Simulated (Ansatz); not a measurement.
**UCAM-B3LYP/def2-SVPD run of CH2GeN (SMILES N#[C][GeH2])**

What is the electronic atomisation energy of CH2GeN at UCAM-B3LYP/def2-SVPD? 

The results are computed with Ansatz 0.2.0.

57 further runs of the same task are left out: 57 set aside as unsound or not needed.

## 1. Starting point

CH2GeN has 5 atoms, charge 0, and is taken as a doublet. As SMILES, `N#[C][GeH2]`. Geometry: relaxed at PBE0-D4/def2-TZVP.

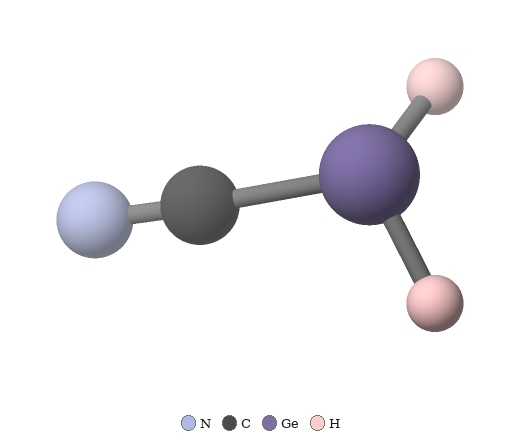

The structure, seen from a chosen angle (nitrogen light blue, carbon dark grey, germanium purple, hydrogen pink).

## 2. The energy at UCAM-B3LYP/def2-SVPD

job.yaml

```yaml
crystal:
  periodic: [false, false, false]
  atoms:
    - {symbol: N, position_ang: [1.590700, -1.029300, 1.293200]}
    - {symbol: C, position_ang: [0.838400, -0.535900, 0.570400]}
    - {symbol: Ge, position_ang: [-0.315900, 0.241400, -0.740100]}
    - {symbol: H, position_ang: [-1.658900, -0.498000, -0.695900]}
    - {symbol: H, position_ang: [-0.404300, 1.748400, -0.468900]}
basis:
  gaussian:
    orbitals: def2-SVPD
magnetization:
  spin_polarized: true
  initial_magnetization: 1
hamiltonian:
  xc: {name: CAM-B3LYP}
accuracy: high
output: {orbitals: {seedname: orbitals}}
```

Started as:

```sh
$ ansatz run job.yaml --threads 1 --pin off --max-ram 3480MiB --events-out events.jsonl --progress --plain --runs-dir runs
```

What it wrote:

```text
Warning: RAYON_NUM_THREADS=1 ignored (pool sized by the plan → 1); use --threads N
Functional definition: CAM-B3LYP
  name "CAM-B3LYP"
  parameter alpha = 0.19
  parameter beta = 0.46
  parameter omega = 0.33/bohr
  parameter ac = 0.81
  exchange = (1 - alpha - beta)*b88_x + beta*b88_x_sr(omega) + alpha*exact_x + beta*exact_x_lr(omega)
  correlation = (1 - ac)*vwn5_c + ac*lyp_c
1836 factors; integrals over basis functions are off by at most 4.0e-9 eV
437 factors; integrals over basis functions are off by at most 2.2e-9 eV
mean field evaluation 1: about -59064.3421 eV, gradient 3.0e1 eV
mean field evaluation 2: about -59057.9251 eV, gradient 4.8e1 eV
mean field evaluation 4: about -59068.7644 eV, gradient 3.3e0 eV
mean field evaluation 8: about -59068.9037 eV, gradient 2.0e-1 eV
mean field evaluation 16: about -59068.9042 eV, gradient 4.3e-4 eV
mean field -59068.90423473 eV, -2170.7421922852 hartree, gradient 5.9e-8 eV, S^2 0.753696; 0 other end points of the search recorded, 0 dependent functions left out
reference -59068.90425291 eV, -2170.7421929532 hartree; 24, 23 occupied and 70, 71 virtual orbitals, 1836 factors
Total energy: -59068.90425291 eV, -2170.7421929532 hartree
```

Wall time 14 s (1 thread of Arm Neoverse V2, shared host); peak memory 0.48 GiB.

## 3. The C atom, same level

job.yaml

```yaml
crystal:
  periodic: [false, false, false]
  atoms:
    - {symbol: C, position_ang: [0.000000, 0.000000, 0.000000]}
basis:
  gaussian:
    orbitals: def2-SVPD
magnetization:
  spin_polarized: true
  initial_magnetization: 2
hamiltonian:
  xc: {name: CAM-B3LYP}
accuracy: high
```

Run the same way, it converges to -37.79249 Eh (log not shown).

## 4. The Ge atom, same level

job.yaml

```yaml
crystal:
  periodic: [false, false, false]
  atoms:
    - symbol: Ge
      position_ang: [0.000000, 0.000000, 0.000000]
basis:
  gaussian: {orbitals: def2-SVPD}
magnetization: {spin_polarized: true, initial_magnetization: 2}
hamiltonian: {xc: {name: CAM-B3LYP}}
accuracy: high
```

Run the same way, it converges to -2076.77735 Eh (log not shown).

## 5. The H atom

run.yaml

```yaml
crystal:
  periodic: [false, false, false]
  atoms:
    - symbol: H
      position_ang: [0.000000, 0.000000, 0.000000]
basis:
  gaussian: {orbitals: def2-SVPD}
magnetization: {spin_polarized: true, initial_magnetization: 1}
hamiltonian: {xc: {name: CAM-B3LYP}}
accuracy: high
```

Started as:

```sh
$ ansatz run run.yaml --threads 1 --pin off --max-ram 3480MiB --events-out events.jsonl --progress --plain --runs-dir runs
```

What it wrote:

```text
Warning: RAYON_NUM_THREADS=1 ignored (pool sized by the plan → 1); use --threads N
Functional definition: CAM-B3LYP
  name "CAM-B3LYP"
  parameter alpha = 0.19
  parameter beta = 0.46
  parameter omega = 0.33/bohr
  parameter ac = 0.81
  exchange = (1 - alpha - beta)*b88_x + beta*b88_x_sr(omega) + alpha*exact_x + beta*exact_x_lr(omega)
  correlation = (1 - ac)*vwn5_c + ac*lyp_c
33 factors; integrals over basis functions are off by at most 2.1e-9 eV
32 factors; integrals over basis functions are off by at most 5.1e-10 eV
mean field evaluation 1: about -13.5418 eV, gradient 7.2e-1 eV
mean field evaluation 2: about -13.5482 eV, gradient 1.2e-1 eV
mean field evaluation 4: about -13.5484 eV, gradient 1.3e-4 eV
mean field evaluation 8: about -13.5484 eV, gradient 4.7e-8 eV
mean field -13.54840926 eV, -0.4978948570 hartree, gradient 4.7e-8 eV, S^2 0.750000; 0 other end points of the search recorded, 0 dependent functions left out
reference -13.54841854 eV, -0.4978951979 hartree; 1, 0 occupied and 7, 8 virtual orbitals, 33 factors
Total energy: -13.54841854 eV, -0.4978951979 hartree
```

It took 0.14 s on 1 thread of Arm Neoverse V2, shared host.

## 6. The N atom, same level

molecule.yaml

```yaml
crystal:
  periodic: [false, false, false]
  atoms:
    - {symbol: "N", position_ang: [0.000000, 0.000000, 0.000000]}
basis:
  gaussian: {orbitals: def2-SVPD}
magnetization: {spin_polarized: true, initial_magnetization: 3}
hamiltonian: {xc: {name: CAM-B3LYP}}
accuracy: high
```

Run the same way, it converges to -54.51748 Eh (log not shown).

## 7. What came out

At UCAM-B3LYP/def2-SVPD:

| quantity | value |
| --- | --- |
| molecule: total energy | -2170.74219 Eh |
| molecule: HOMO energy (highest over α and β) | -8.39 eV |
| molecule: LUMO energy (lowest over α and β) | -2.88 eV |
| molecule: ⟨S²⟩ | 0.754 |
| C atom: total energy | -37.79249 Eh |
| C atom: ⟨S²⟩ | 2.004 |
| Ge atom: total energy | -2076.77735 Eh |
| Ge atom: ⟨S²⟩ | 2.003 |
| H atom: total energy | -0.49790 Eh |
| H atom: ⟨S²⟩ | 0.750 |
| N atom: total energy | -54.51748 Eh |
| N atom: ⟨S²⟩ | 3.754 |
| electronic atomisation energy | 17.934 eV |

In words: Taking the molecule apart into free atoms costs 17.93 eV (1730 kJ/mol), before zero-point energy and without spin-orbit coupling.
